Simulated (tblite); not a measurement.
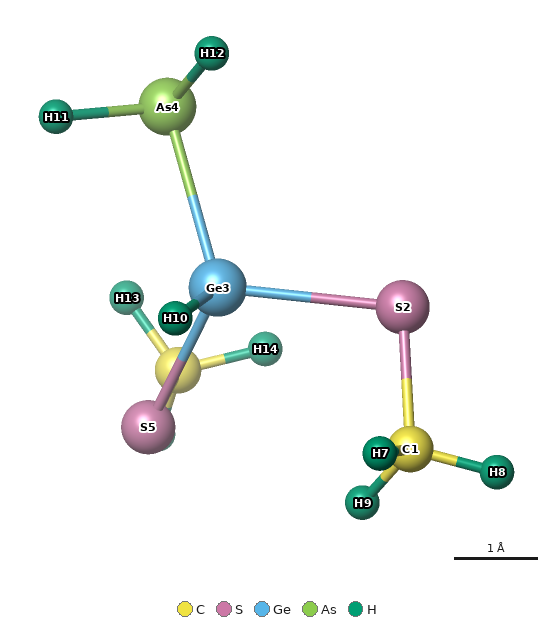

Figure 1. The structure as given in the input (ball-and-stick view, seen at a tilt; atoms are numbered from 1 in the order of the input). Sticks mark near contacts. Bond lengths as drawn: As–Ge 2.44 Å, As–H 1.50 Å, C–H 1.08 to 1.09 Å, C–S 1.82 Å, Ge–H 1.56 Å and Ge–S 2.25 Å.

## Frequency calculation, with input and output: C$_{2}$H$_{9}$AsGeS$_{2}$

System: C$_{2}$H$_{9}$AsGeS$_{2}$, SMILES C[S][GeH]([AsH2])[S]C.
Method: GFN2-xTB harmonic vibrations, gas phase (tblite 0.8.0).

It belongs to a series of runs on one base structure; here: H on Ge replaced by SCH3.

Log
```
mode    cm-1     km/mol
  1      18.5      3.30
  2      46.3      1.96
  3      51.1      1.07
  4      69.3      0.96
  5      79.2      6.05
  6      94.7      2.92
  7     105.5      6.68
  8     135.4      4.10
  9     171.8      2.52
 10     195.8      5.50
 11     237.3      0.52
 12     355.2     22.50
 13     359.1     56.77
 14     559.9    143.62
 15     609.3     84.83
 16     620.1    124.29
 17     628.1    193.30
 18     713.8      3.41
 19     717.4      7.12
 20     945.8      0.32
 21     951.6      3.24
 22     952.1      4.51
 23     955.0      7.02
 24     999.3    115.06
 25    1317.7      0.49
 26    1321.0      0.53
 27    1436.9      8.66
 28    1444.2      5.78
 29    1450.3      6.65
 30    1453.5      8.88
 31    1622.3    479.53
 32    1901.2    584.81
 33    1955.0    471.12
 34    2969.5     16.11
 35    2998.0      5.82
 36    3012.3      3.81
 37    3023.6      5.53
 38    3055.8      3.61
 39    3058.2      1.96
```

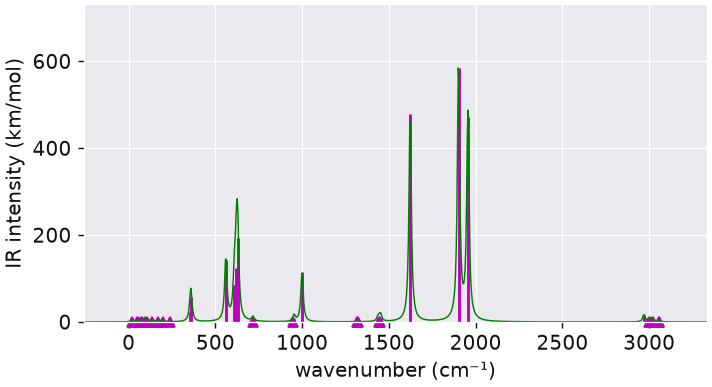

Figure 2. Harmonic infrared spectrum, unscaled: sticks (degenerate modes added up, dark ones marked on the axis) with a Lorentzian envelope of 16 cm⁻¹ full width, scaled to the tallest stick. 39 modes from 18 to 3058 cm⁻¹, none imaginary. The strongest line is at 1901 cm⁻¹ (585 km/mol).

This output came from the following input.

The input
```
{"job": {"kind": "ir", "xc": "GFN2-xTB", "basis": "xTB"}, "charge": 0, "multiplicity": 1}
C      2.220309    -1.650720     0.016602
S      1.595956    -0.377626    -1.125729
Ge     0.329837     0.816016     0.304645
As    -0.830442     2.623159    -0.853578
S     -1.088065    -0.592329     1.342406
C     -2.328357    -0.718810     0.010391
H      2.895227    -1.196051     0.735870
H      2.752148    -2.374170    -0.592069
H      1.387480    -2.128923     0.525462
H      1.281094     1.201476     1.473021
H     -0.975767     3.353576     0.452993
H      0.478409     3.308994    -1.084650
H     -2.838022     0.237179    -0.107319
H     -1.846740    -1.013873    -0.919383
H     -3.037481    -1.479908     0.317391
```

The first line tells a small driver script what to run in tblite; the rest is the geometry in Å.

Launched with:
```bash
OMP_NUM_THREADS=1 python <driver script> task.json out
```

Results in brief

- outcome: converged
- total energy: −536.4031 eV
- zero-point energy: 60.8870 kcal/mol
- hardware: 1 CPU thread, shared host
- wall time: 0.63 s
- peak memory: 0.18 GiB
